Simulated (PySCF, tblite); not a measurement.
# C₆H₁₃NOSi: geometry, infrared bands and NMR shifts

Wanted: the infrared bands and NMR shifts of C₆H₁₃NOSi (`CN(C)C(=O)C/C=C\[SiH3]`), by calculation.

The runs use tblite 0.8.0 and PySCF 2.14.0, with density-fitted response routines of our own; the level of theory stands in each step. All values are computed, except where a source is named. Atoms are numbered from 0 throughout.

## 1. The molecule as given

22 atoms, charge 0, multiplicity 1; geometry from: force field or distance geometry start.

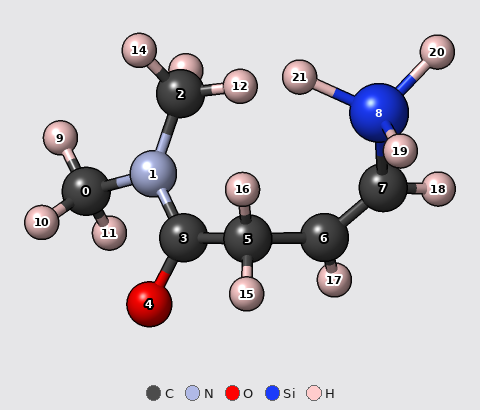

As it starts; carbon dark grey, nitrogen light blue, oxygen red, silicon blue, hydrogen pink, atoms numbered.

## 2. Optimising the geometry with GFN2-xTB

The job: settings as JSON, then the geometry in Å.

```
{"job": {"kind": "relax", "xc": "GFN2-xTB", "basis": "xTB"}, "charge": 0, "multiplicity": 1}
C     -3.031000    -0.674200    -0.143300
N     -1.642500    -0.275700     0.093400
C     -1.424200     1.082200     0.495300
C     -0.672600    -1.272800    -0.101800
O     -1.125300    -2.411500    -0.480100
C      0.768900    -1.197500     0.089500
C      1.366500    -0.494900    -1.080500
C      2.223100     0.522000    -0.978100
Si     2.806200     1.208900     0.623200
H     -3.748100     0.105900     0.147300
H     -3.201400    -1.597700     0.449900
H     -3.092100    -0.923700    -1.232700
H     -0.399200     1.429000     0.356300
H     -2.030100     1.782400    -0.170800
H     -1.784000     1.333400     1.526900
H      1.242100    -2.224700     0.155100
H      1.030200    -0.715100     1.054700
H      1.105600    -0.821500    -2.094100
H      2.625400     1.008900    -1.875600
H      3.921000     0.377900     1.107400
H      3.307500     2.553300     0.402800
H      1.743500     1.224700     1.654400
```

Command:

```sh
$ OMP_NUM_THREADS=1 python probes_run.py task.json out
```

One launch serves the whole session: the jobs run in the order shown.

Output:

```text
step      E/eV     max force
  0    -765.88546    5.385
  1    -766.15731    4.054
  2    -766.27940    1.044
  3    -766.32726    0.571
  4    -766.39629    0.483
  5    -766.41711    0.382
  6    -766.43895    0.357
  7    -766.45612    0.410
  8    -766.47299    0.282
  9    -766.48402    0.238
 10    -766.49487    0.205
 11    -766.50917    0.364
 12    -766.52560    0.393
 13    -766.54123    0.249
 14    -766.55412    0.245
 15    -766.56544    0.235
 16    -766.57526    0.285
 17    -766.58212    0.209
 18    -766.58622    0.136
 19    -766.58887    0.115
 20    -766.59093    0.111
 21    -766.59267    0.090
 22    -766.59406    0.083
 23    -766.59516    0.068
 24    -766.59605    0.063
 25    -766.59680    0.052
 26    -766.59742    0.052
 27    -766.59797    0.061
 28    -766.59847    0.058
 29    -766.59891    0.043
 30    -766.59932    0.047
 31    -766.59977    0.057
 32    -766.60037    0.070
 33    -766.60110    0.070
 34    -766.60181    0.058
 35    -766.60234    0.043
 36    -766.60273    0.060
 37    -766.60308    0.065
 38    -766.60344    0.053
 39    -766.60374    0.036
 40    -766.60397    0.043
 41    -766.60420    0.046
 42    -766.60451    0.048
 43    -766.60495    0.048
 44    -766.60543    0.053
 45    -766.60590    0.045
 46    -766.60639    0.052
 47    -766.60706    0.074
 48    -766.60802    0.103
 49    -766.60911    0.100
 50    -766.61008    0.070
 51    -766.61097    0.066
 52    -766.61193    0.077
 53    -766.61318    0.112
 54    -766.61477    0.103
 55    -766.61649    0.081
 56    -766.61726    0.189
 57    -766.61924    0.152
 58    -766.62076    0.111
 59    -766.62431    0.114
 60    -766.62556    0.088
 61    -766.62732    0.089
 62    -766.62958    0.086
 63    -766.63137    0.079
 64    -766.63412    0.113
 65    -766.63627    0.146
 66    -766.63846    0.104
 67    -766.64064    0.084
 68    -766.64195    0.083
 69    -766.64314    0.079
 70    -766.64419    0.064
 71    -766.64518    0.055
 72    -766.64623    0.065
 73    -766.64722    0.073
 74    -766.64834    0.086
 75    -766.64945    0.080
 76    -766.65113    0.074
 77    -766.65205    0.073
 78    -766.65329    0.069
 79    -766.65407    0.064
 80    -766.65500    0.067
 81    -766.65606    0.076
 82    -766.65715    0.067
 83    -766.65787    0.082
 84    -766.65869    0.066
 85    -766.65954    0.068
 86    -766.66085    0.068
 87    -766.66181    0.079
 88    -766.66276    0.066
 89    -766.66344    0.056
 90    -766.66411    0.056
 91    -766.66463    0.043
 92    -766.66496    0.034
 93    -766.66520    0.033
 94    -766.66548    0.039
 95    -766.66578    0.032
 96    -766.66604    0.031
 97    -766.66619    0.021
 98    -766.66628    0.017
 99    -766.66637    0.019
100    -766.66646    0.016
101    -766.66652    0.013
102    -766.66654    0.012
103    -766.66656    0.010
104    -766.66659    0.012
105    -766.66663    0.011
106    -766.66667    0.014
107    -766.66671    0.019
108    -766.66678    0.018
109    -766.66687    0.018
110    -766.66699    0.022
111    -766.66710    0.026
112    -766.66718    0.022
113    -766.66727    0.023
114    -766.66738    0.023
115    -766.66751    0.022
116    -766.66766    0.024
117    -766.66784    0.026
118    -766.66808    0.028
119    -766.66838    0.039
120    -766.66870    0.039
121    -766.66897    0.031
122    -766.66916    0.031
123    -766.66932    0.030
124    -766.66950    0.041
125    -766.66969    0.038
126    -766.66986    0.022
127    -766.66998    0.025
128    -766.67007    0.032
129    -766.67020    0.033
130    -766.67039    0.027
131    -766.67069    0.031
132    -766.67093    0.030
133    -766.67120    0.036
134    -766.67146    0.036
135    -766.67166    0.024
136    -766.67175    0.022
137    -766.67182    0.029
138    -766.67189    0.019
139    -766.67197    0.013
140    -766.67204    0.013
141    -766.67210    0.011
142    -766.67213    0.011
143    -766.67215    0.010
144    -766.67217    0.010
```

It took 1.3 s on 1 thread of Arm Neoverse V1, shared host.

Along the way: (not every step is listed)

```csv
step,energy from step 0 (eV),largest force (eV/Å)
0,0.0000,5.3853
1,-0.2719,4.0543
2,-0.3939,1.0441
3,-0.4418,0.5708
4,-0.5108,0.4832
5,-0.5317,0.3819
6,-0.5535,0.3567
7,-0.5707,0.4103
8,-0.5875,0.2818
21,-0.7072,0.0896
34,-0.7164,0.0578
47,-0.7216,0.0736
60,-0.7401,0.0875
73,-0.7618,0.0733
86,-0.7754,0.0676
99,-0.7809,0.0185
112,-0.7817,0.0222
125,-0.7842,0.0381
138,-0.7864,0.0191
139,-0.7865,0.0134
140,-0.7866,0.0134
141,-0.7866,0.0108
142,-0.7867,0.0108
143,-0.7867,0.0100
144,-0.7867,0.0099
```

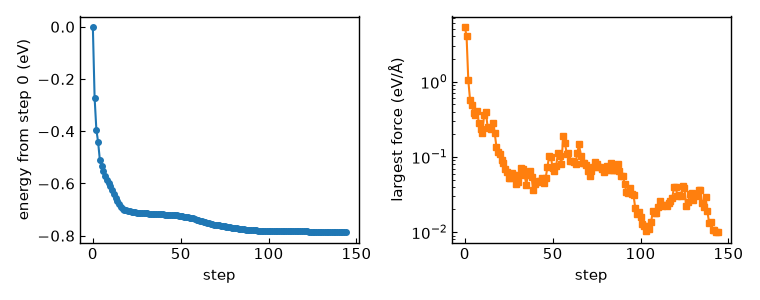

Energy and largest force along the relaxation.

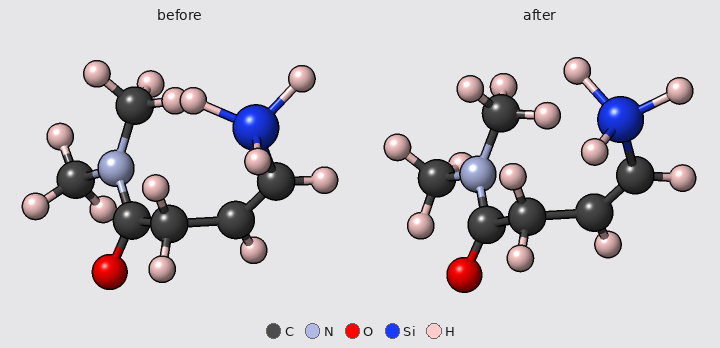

The geometry before (left) and after (right).

Close pairs (by a distance rule), those that changed most:

```csv
bond,before (Å),after (Å),change (Å)
C3–C5,1.456,1.525,+0.069
C3–O4,1.282,1.217,-0.066
N1–C3,1.405,1.353,-0.052
C2–H13,1.141,1.090,-0.051
C7–Si8,1.837,1.883,+0.045
C5–H15,1.133,1.094,-0.039
C0–H11,1.119,1.092,-0.027
C2–H14,1.121,1.096,-0.025
```

The next job starts from the end point, and lists it.

## 3. Harmonic vibrations with GFN2-xTB

The job: settings as JSON, then the geometry in Å.

```
{"job": {"kind": "ir", "xc": "GFN2-xTB", "basis": "xTB"}, "charge": 0, "multiplicity": 1}
C     -3.058369    -0.682887    -0.178839
N     -1.645539    -0.419736    -0.019404
C     -1.296490     0.928551     0.356928
C     -0.771401    -1.450018    -0.092109
O     -1.126640    -2.579671    -0.371651
C      0.694821    -1.120889     0.167291
C      1.307890    -0.414874    -1.001027
C      2.175496     0.587945    -0.923340
Si     2.871925     1.349769     0.651220
H     -3.599115    -0.434189     0.737491
H     -3.182832    -1.741742    -0.396229
H     -3.463137    -0.094344    -1.005045
H     -0.333500     1.214038    -0.060634
H     -2.055037     1.605367    -0.035904
H     -1.263582     1.043308     1.446011
H      1.198143    -2.084521     0.291146
H      0.817519    -0.544485     1.084621
H      1.002761    -0.809516    -1.964644
H      2.552349     0.986703    -1.857814
H      3.509084     0.323566     1.479780
H      3.854038     2.363576     0.265005
H      1.801206     1.993434     1.426296
```

Output:

```text
mode    cm-1     km/mol
  1      40.8      1.54
  2      67.6      1.96
  3      79.3      0.91
  4      90.8      2.11
  5     112.7      1.26
  6     150.3      1.03
  7     152.9      0.64
  8     184.7      1.06
  9     229.9      7.18
 10     287.2      0.98
 11     331.1      4.25
 12     398.3      7.06
 13     443.2     10.60
 14     451.4      2.78
 15     549.1     66.61
 16     570.8     60.81
 17     590.6     30.39
 18     666.8     28.88
 19     711.8     32.22
 20     743.1      2.75
 21     790.3    124.85
 22     796.5    247.61
 23     802.1    185.07
 24     806.9    296.16
 25     939.3      1.90
 26     956.9      6.26
 27     994.1      5.90
 28    1044.9     21.12
 29    1054.5      5.02
 30    1093.3      1.26
 31    1100.7     60.65
 32    1119.2      5.51
 33    1169.7     92.10
 34    1228.4      1.95
 35    1259.0      5.95
 36    1273.6     34.63
 37    1344.1      7.74
 38    1388.2     36.56
 39    1396.5     47.08
 40    1427.8     44.68
 41    1444.0     12.61
 42    1466.3     14.19
 43    1478.2      4.00
 44    1487.2     14.53
 45    1491.0     15.14
 46    1668.8    143.54
 47    1720.7    523.98
 48    2201.4    337.57
 49    2250.7    299.46
 50    2265.5    298.17
 51    2928.9     33.35
 52    2959.4     36.38
 53    2961.0      9.66
 54    2977.4     44.89
 55    2989.1     17.76
 56    3012.0     21.33
 57    3017.6     37.42
 58    3035.3     34.53
 59    3036.5     35.77
 60    3040.9      5.35
```

It took 1 s on 1 thread of Arm Neoverse V1, shared host.

The strongest bands and the atoms that carry them (share of the mass-weighted mode):

```csv
cm⁻¹,km/mol,atoms
796,247.6,"H21 47 %, H19 36 %"
802,185.1,"H19 16 %, H21 12 %, C5 11 %, H20 11 %"
807,296.2,"H20 33 %, H21 31 %"
1669,143.5,"C6 51 %, C7 43 %"
1721,524.0,"C3 62 %, O4 32 %"
2201,337.6,H21 96 %
2251,299.5,H19 95 %
2266,298.2,H20 95 %
```

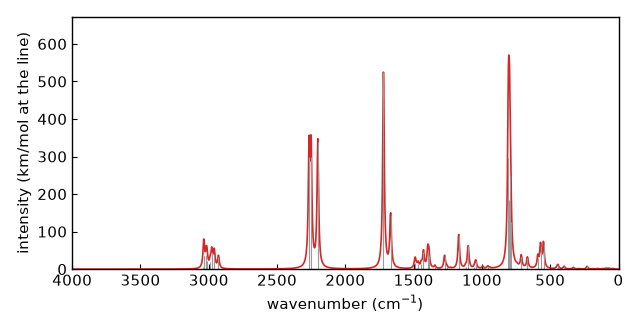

The infrared spectrum from these modes, unscaled. Lines are broadened to a width of 14 cm⁻¹ (Lorentzian).

## 4. Shielding tensors: PBE0/pcSseg-1

The job, as its differences from that of step 3:

```diff
@@ -1,2 +1,2 @@
-{"job": {"kind": "ir", "xc": "GFN2-xTB", "basis": "xTB"}, "charge": 0, "multiplicity": 1}
+{"job": {"kind": "nmr", "xc": "PBE0", "basis": "pcSseg-1"}, "charge": 0, "multiplicity": 1}
 C     -3.058369    -0.682887    -0.178839
```

Method: GIAO PBE0/pcSseg-1 NMR shielding, non-relativistic, gas phase.

Output:

```text
coarse grid: 18352 points
cycle   1  E = -655.0870503613  dE =  1.125e+00  |g| = 8.690e-01  |ddm| = 4.109e+00
cycle   2  E = -654.5668196006  dE =  5.202e-01  |g| = 1.834e+00  |ddm| = 2.503e+00
cycle   3  E = -655.2316332762  dE = -6.648e-01  |g| = 2.061e-01  |ddm| = 1.951e+00
cycle   4  E = -655.2404561881  dE = -8.823e-03  |g| = 8.313e-02  |ddm| = 2.433e-01
cycle   5  E = -655.2419602304  dE = -1.504e-03  |g| = 2.301e-02  |ddm| = 7.378e-02
cycle   6  E = -655.2420652792  dE = -1.050e-04  |g| = 6.409e-03  |ddm| = 1.961e-02
cycle   7  E = -655.2420733026  dE = -8.023e-06  |g| = 1.917e-03  |ddm| = 6.055e-03
final grid: 171216 points
cycle   8  E = -655.3040258818  dE = -4.385e-05  |g| = 1.351e-02  |ddm| = 4.224e-02
cycle   9  E = -655.3039337255  dE =  9.216e-05  |g| = 2.545e-02  |ddm| = 2.961e-02
cycle  10  E = -655.3040632146  dE = -1.295e-04  |g| = 3.043e-03  |ddm| = 2.078e-02
cycle  11  E = -655.3040651759  dE = -1.961e-06  |g| = 3.334e-04  |ddm| = 2.444e-03
cycle  12  E = -655.3040651955  dE = -1.962e-08  |g| = 1.761e-04  |ddm| = 4.786e-04
cycle  13  E = -655.3040652022  dE = -6.654e-09  |g| = 6.143e-05  |ddm| = 1.735e-04
cycle  14  E = -655.3040652031  dE = -8.636e-10  |g| = 1.642e-05  |ddm| = 6.620e-05
converged SCF energy = -655.3040652031

GIAO shielding tensors (ppm)
atom      isotropic    diamagn.    paramagn.     s11        s22        s33       span
  0 C      151.025     242.349     -91.324    127.061    141.085    184.929     57.869
  1 N      148.055     332.906    -184.851     38.723    168.579    236.862    198.139
  2 C      150.075     250.731    -100.656    129.402    136.764    184.059     54.657
  3 C       15.985     249.606    -233.621    -72.088     29.362     90.681    162.768
  4 O      -89.386     399.328    -488.714   -379.493   -187.629    298.963    678.457
  5 C      140.102     253.600    -113.497    121.298    140.162    158.847     37.549
  6 C       27.605     257.009    -229.404    -99.408     28.832    153.390    252.798
  7 C       61.849     258.827    -196.979    -47.721     62.334    170.933    218.654
  8 Si     439.187     879.995    -440.808    419.651    429.275    468.635     48.983
  9 H       29.473      27.728       1.745     24.673     27.463     36.284     11.610
 10 H       26.921      29.419      -2.498     21.650     27.408     31.705     10.056
 11 H       29.527      28.557       0.970     24.619     27.736     36.227     11.608
 12 H       28.132      34.487      -6.355     22.508     27.951     33.935     11.427
 13 H       29.198      32.411      -3.212     24.396     28.402     34.797     10.401
 14 H       28.703      32.483      -3.780     25.545     25.999     34.563      9.018
 15 H       28.411      31.280      -2.869     24.275     27.987     32.970      8.694
 16 H       28.654      35.220      -6.566     26.973     27.706     31.284      4.311
 17 H       24.768      32.675      -7.908     21.827     24.388     28.088      6.262
 18 H       25.669      30.486      -4.817     23.587     25.269     28.152      4.565
 19 H       27.496      28.814      -1.318     24.057     26.171     32.260      8.202
 20 H       27.707      28.381      -0.673     24.480     25.584     33.058      8.579
 21 H       27.490      29.919      -2.429     23.759     27.609     31.101      7.343
```

Wall time 54 s (1 thread of Arm Neoverse V1, shared host); peak memory 1.1 GiB.

The references, computed at this level on geometries of the same kind, shield at (ppm): ¹H TMS 31.72, ¹³C TMS 186.9, ²⁹Si TMS 349.2, ¹⁵N NH3 267.7, ¹⁷O H2O 336.1. Their shielding less the atom's gives the shift. The references are single molecules in the gas phase, so shifts against H2O, NH3, PH3, H3PO4 or CFCl3 are not on the usual liquid scales and can be off by tens of ppm. Atoms listed in one row are averaged.

```csv
atoms,environment,σ (ppm),δ (ppm),δ scaled to CDCl3
C3,amide carbonyl carbon,16.0,170.9,164.9
C6,alkene CH,27.6,159.3,153.6
C7,alkene CH,61.8,125.1,120.2
C5,sp3 CH2 α to a carbonyl,140.1,46.8,43.8
C2,methyl carbon bonded to N,150.1,36.8,34.1
C0,methyl carbon bonded to N,151.0,35.9,33.1
H17,hydrogen on an alkene CH,24.77,6.95,6.66
H18,hydrogen on an alkene CH,25.67,6.05,5.81
"H19, H20, H21",hydrogen on a silicon bonded to C,27.56,4.15,–
"H15, H16",hydrogen on an sp3 CH2 α to a carbonyl,28.53,3.18,3.11
"H9, H10, H11",hydrogen on a methyl carbon bonded to N,28.64,3.08,3.01
"H12, H13, H14",hydrogen on a methyl carbon bonded to N,28.68,3.04,2.97
N1,amide-type nitrogen,148.1,119.7,–
O4,amide-type carbonyl oxygen,-89.4,425.5,–
Si8,"silicon bonded to C, 3 H",439.2,-90.0,–
```

The scaled column applies a straight-line fit of computed shieldings to shifts measured in CDCl3 (root-mean-square error 0.16 ppm for H, 1.9 ppm for C).

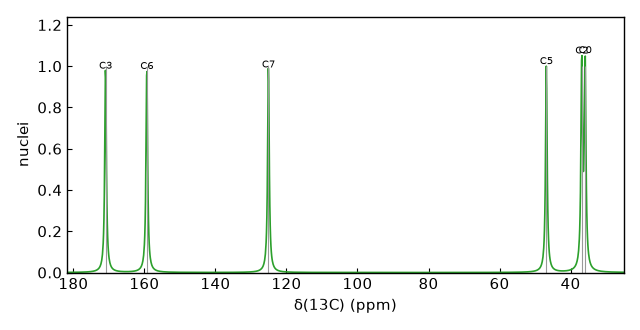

¹³C lines at the computed shifts, without couplings. Lines are broadened to a width of 0.54 ppm (Lorentzian).

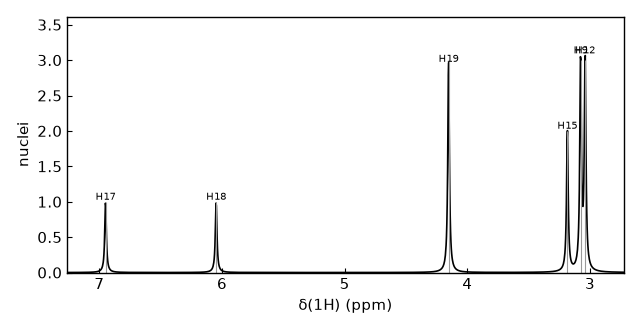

¹H lines at the computed shifts, without couplings. Lines are broadened to a width of 0.02 ppm (Lorentzian).

The run also stored atomic charges by several schemes (e):

```csv
atoms,Mulliken,IAO,Hirshfeld,ESP fit
C0,-0.07,-0.32,-0.07,-0.37
N1,-0.68,-0.18,-0.04,0.05
C2,-0.07,-0.31,-0.06,-0.40
C3,0.46,0.42,0.17,0.40
O4,-0.45,-0.51,-0.29,-0.54
C5,-0.22,-0.32,-0.08,-0.06
C6,-0.15,-0.10,-0.02,-0.17
C7,-0.41,-0.45,-0.15,-0.32
Si8,0.50,0.58,0.31,0.41
```

Hirshfeld charges:

C0 -0.07; N1 -0.04; C2 -0.06; C3 0.17; O4 -0.29; C5 -0.08; C6 -0.02; C7 -0.15; Si8 0.31; H9 0.04; H10 0.05; H11 0.04; H12 0.04; H13 0.05; H14 0.04; H15 0.06; H16 0.04; H17 0.05; H18 0.04; H19 -0.08; H20 -0.07; H21 -0.08

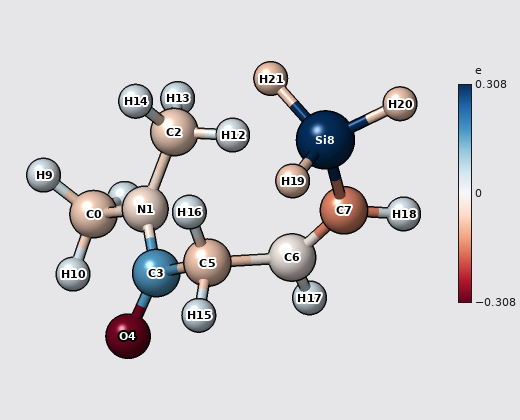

Hirshfeld charges, as colours on the atoms.

Mayer bond orders: C0–N1 0.94, N1–C2 0.93, N1–C3 1.12, C3–O4 1.89, C3–C5 0.99, C5–C6 1.03, C6–C7 1.92, C7–Si8 0.90.

## 5. What came out

| quantity | value |
| --- | --- |
| strongest single infrared mode (GFN2-xTB) | 1721 cm⁻¹, 524 km/mol |
| zero-point energy (GFN2-xTB) | 109.0 kcal/mol |
| ¹³C shifts against TMS (PBE0/pcSseg-1) | 170.9, 159.3, 125.1, 46.8, 36.8, 35.9 ppm |
| ¹H shifts against TMS (PBE0/pcSseg-1, means over atoms taken as alike) | 6.95, 6.05, 4.15, 3.18, 3.08, 3.04 ppm |
| ¹⁵N shifts against NH3 (PBE0/pcSseg-1) | 119.7 ppm |
| ¹⁷O shifts against H2O (PBE0/pcSseg-1) | 425.5 ppm |
| ²⁹Si shifts against TMS (PBE0/pcSseg-1) | -90.0 ppm |

What this shows: Over 144 steps the energy fell by 0.787 eV; of the close pairs, C3–C5 changed most, 1.456 to 1.525 Å. All 60 modes are real, so the xTB geometry is a minimum. The strongest single mode, at 1721 cm⁻¹, moves mainly C3 and O4. GFN2-xTB is a fitted tight-binding method: band positions and strengths are rough. Its intensities can rank the bands wrongly. The most deshielded carbon is C3 (amide carbonyl carbon), at 170.9 ppm: it is a carbonyl in resonance with an O or N lone pair, the region of acids, esters and amides. At PBE0/pcSseg-1: The widest tensor belongs to O4: span 678 ppm, with a paramagnetic part of -489 ppm.
